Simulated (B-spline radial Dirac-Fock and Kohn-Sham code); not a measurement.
Platinum (Z = 78). The calculation used a Dirac–Hartree–Slater potential of the neutral atom, no hole, surface-current nucleus (a radial B-spline solver).

Predict the main features of the following plot. Total internal conversion coefficients against transition energy, at the marked points and joined by straight lines (also across edges). The total sums all shells and leaves out internal pair formation.

E1 goes from 5.64 at 12.4 keV to 6.47 × 10⁻⁴ at 2000 keV; M1 goes from 133 at 12.4 keV to 0.00232 at 2000 keV; E2 goes from 29300 at 12.4 keV to 0.00149 at 2000 keV; M2 goes from 74200 at 12.4 keV to 0.00546 at 2000 keV.

Here it is:

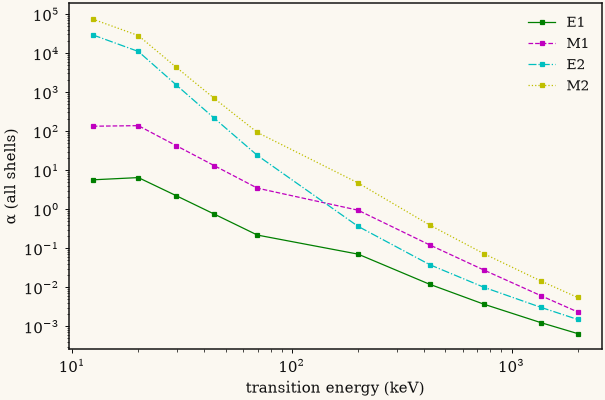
